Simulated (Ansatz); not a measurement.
**revPBE/def2-SVP run of C2H7BO (SMILES CCBO)**

Aim: the energy change on altering one bond length of C2H7BO at revPBE/def2-SVP, from 2 runs. 

Program for the calculation: Ansatz 0.2.0.

62 further runs of the same task are left out: 62 set aside as unsound or not needed.

**1. The system as given**

C2H7BO has 11 atoms, charge 0, and is taken as a singlet. SMILES: `CCBO`. The coordinates come from a PBE0-D4/def2-TZVP relaxation. This is one conformer, not always the lowest.

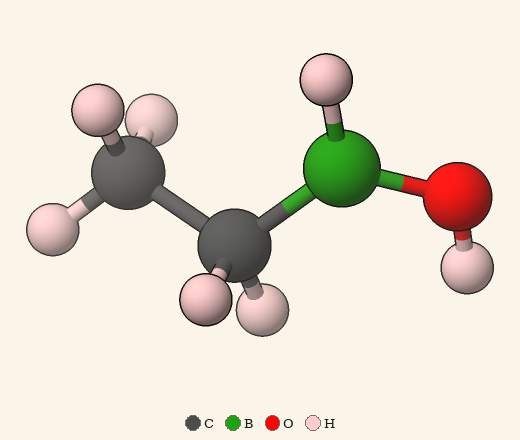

Viewed from a chosen angle; carbon dark grey, boron green, oxygen red, hydrogen pink.

**2. The energy at revPBE/def2-SVP**

run.yaml reads:

```yaml
crystal:
  periodic: [false, false, false]
  atoms:
    - {symbol: C, position_ang: [-0.556200, 1.314000, 0.194100]}
    - {symbol: C, position_ang: [-0.148100, -0.126400, 0.498700]}
    - {symbol: B, position_ang: [0.844200, -0.749700, -0.545000]}
    - {symbol: O, position_ang: [0.775200, -2.034600, -0.968200]}
    - {symbol: H, position_ang: [-1.123600, 1.378600, -0.737900]}
    - {symbol: H, position_ang: [-1.178100, 1.737200, 0.986300]}
    - {symbol: H, position_ang: [0.322300, 1.954000, 0.082400]}
    - {symbol: H, position_ang: [-1.037300, -0.754700, 0.640300]}
    - {symbol: H, position_ang: [0.380300, -0.147700, 1.464300]}
    - {symbol: H, position_ang: [1.748300, -0.108300, -1.010000]}
    - {symbol: H, position_ang: [0.038500, -2.519500, -0.584400]}
basis:
  gaussian:
    orbitals: def2-SVP
hamiltonian:
  xc: {name: revPBE}
accuracy: high
output: {orbitals: {seedname: orbitals}}
```

Run with:

```
ansatz run run.yaml --threads 1 --pin off --max-ram 3480MiB --events-out events.jsonl --progress --plain --runs-dir runs
```

Log:

```text
Warning: RAYON_NUM_THREADS=1 ignored (pool sized by the plan → 1); use --threads N
Functional definition: revPBE
  name "revPBE"
  parameter kappa = 1.245
  parameter beta = 0.06672455060314922
  exchange = pbe_x(kappa = kappa, mu = beta*pi^2/3)
  correlation = pbe_c(beta = beta)
2238 factors; integrals over basis functions are off by at most 7.9e-9 eV
mean field evaluation 1: about -4896.7132 eV, gradient 6.9e1 eV
mean field evaluation 2: about -4879.0453 eV, gradient 1.1e2 eV
mean field evaluation 4: about -4907.5333 eV, gradient 7.5e0 eV
mean field evaluation 8: about -4907.6544 eV, gradient 7.1e-2 eV
mean field evaluation 16: about -4907.6544 eV, gradient 8.2e-6 eV
mean field -4907.65438387 eV, -180.3529720798 hartree, gradient 1.5e-8 eV, S^2 0.000000; 0 other end points of the search recorded, 0 dependent functions left out
reference -4907.65438826 eV, -180.3529722410 hartree; 16, 16 occupied and 75, 75 virtual orbitals, 2238 factors
Total energy: -4907.65438826 eV, -180.3529722410 hartree
```

Wall time 6.6 s (1 thread of Arm Neoverse V1, shared host); peak memory 0.25 GiB.

**3. The distorted shape at the same level**

molecule.yaml reads:

```yaml
crystal:
  periodic: [false, false, false]
  atoms:
    - {symbol: C, position_ang: [-0.819735, 1.122011, 0.227608]}
    - {symbol: C, position_ang: [-0.411635, -0.318389, 0.532208]}
    - {symbol: B, position_ang: [0.580665, -0.941689, -0.511492]}
    - {symbol: O, position_ang: [0.511665, -2.226589, -0.934692]}
    - {symbol: H, position_ang: [-1.387135, 1.186611, -0.704392]}
    - {symbol: H, position_ang: [-1.441635, 1.545211, 1.019808]}
    - {symbol: H, position_ang: [0.322300, 1.954000, 0.082400]}
    - {symbol: H, position_ang: [-1.300835, -0.946689, 0.673808]}
    - {symbol: H, position_ang: [0.116765, -0.339689, 1.497808]}
    - {symbol: H, position_ang: [1.484765, -0.300289, -0.976492]}
    - {symbol: H, position_ang: [-0.225035, -2.711489, -0.550892]}
basis:
  gaussian:
    orbitals: def2-SVP
hamiltonian:
  xc: {name: revPBE}
accuracy: high
output:
  orbitals: {seedname: orbitals}
```

Run with:

```
ansatz run molecule.yaml --threads 1 --pin off --max-ram 3480MiB --events-out events.jsonl --progress --plain --runs-dir runs
```

Log:

```text
Warning: RAYON_NUM_THREADS=1 ignored (pool sized by the plan → 1); use --threads N
Functional definition: revPBE
  name "revPBE"
  parameter kappa = 1.245
  parameter beta = 0.06672455060314922
  exchange = pbe_x(kappa = kappa, mu = beta*pi^2/3)
  correlation = pbe_c(beta = beta)
2242 factors; integrals over basis functions are off by at most 3.6e-9 eV
mean field evaluation 1: about -4895.7458 eV, gradient 6.9e1 eV
mean field evaluation 2: about -4875.2619 eV, gradient 1.1e2 eV
mean field evaluation 4: about -4906.6132 eV, gradient 8.9e0 eV
mean field evaluation 8: about -4906.7842 eV, gradient 6.1e-1 eV
mean field evaluation 16: about -4906.7851 eV, gradient 4.2e-5 eV
mean field -4906.78508113 eV, -180.3210257933 hartree, gradient 1.4e-8 eV, S^2 0.000000; 0 other end points of the search recorded, 0 dependent functions left out
reference -4906.78508561 eV, -180.3210259579 hartree; 16, 16 occupied and 75, 75 virtual orbitals, 2242 factors
Total energy: -4906.78508561 eV, -180.3210259579 hartree
```

Wall time 6.9 s (1 thread of Arm Neoverse V1, shared host); peak memory 0.24 GiB.

**4. Summary of results**

At revPBE/def2-SVP:

```
                                                         quantity          value
                                        first shape: total energy  -180.35297 Eh
                                         first shape: HOMO energy       -6.67 eV
                                         first shape: LUMO energy       -0.55 eV
                                       first shape: HOMO–LUMO gap        6.12 eV
                                    distorted shape: total energy  -180.32103 Eh
                                     distorted shape: HOMO energy       -6.72 eV
                                     distorted shape: LUMO energy       -0.58 eV
                                   distorted shape: HOMO–LUMO gap        6.14 eV
energy change with the C1–H7 bond stretched from 1.093 to 1.420 Å       0.869 eV
```

**Reading.** With the C1–H7 bond stretched from 1.093 to 1.420 Å the energy rises by 0.87 eV (20.0 kcal/mol). The first shape isn't relaxed at this level, so the change isn't measured from a minimum.
